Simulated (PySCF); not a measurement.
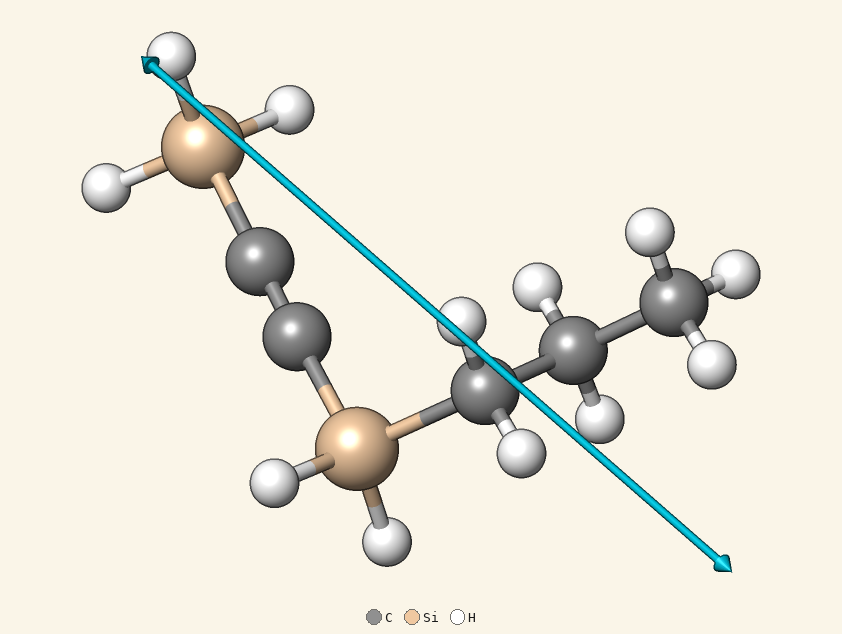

The double arrow shows the direction of the transition dipole to excited singlet state 4 (its length means nothing). The geometry was computed by an optimisation with GFN2-xTB. No frequency run is at hand to confirm it as a minimum. Properties computed with TDDFT PBE0/def2-SVPD, vertical, gas phase, core orbitals frozen in the response (PySCF 2.14.0).

### Give its energy, strength and character.

7.13 eV (174 nm), oscillator strength 0.49, of mixed character, with the largest part HOMO−2 → LUMO (weight 0.39); transition dipole 4.26 D.

The geometry is semi-empirical. Around Si such bond lengths and angles can be off by a tenth of an ångström or more and by several degrees, and values that hang on the shape move with them.
